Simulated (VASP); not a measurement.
Band structure of KCu$_{4}$Se$_{3}$ (space group P4/mmm). Computed with LDA (Ceperley-Alder, Perdew-Zunger), VASP's LDA PAW potentials (set 64) (plane waves; VASP 6.6.1).

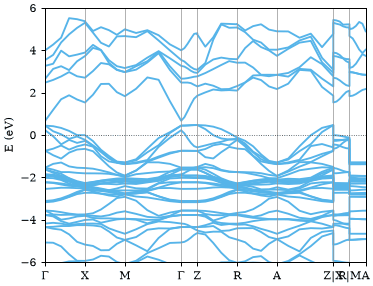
Bands along high-symmetry lines, zero at the valence-band maximum or, without a gap, the Fermi level

Task: Read the plot: is there a gap, and where are the band edges?

Result: It has no gap at this level: it comes out as a metal or semimetal.

The structure comes from a computed database's KCu4Se3 entry (P4/mmm); how it stands against other phases isn't given here. The cell was not relaxed at this level. The k-mesh is coarse (spacing up to 0.32 per Å, 2π included), so the numbers may not be converged in it. The electron count is odd and the run is not spin-polarised, which forces a metal.
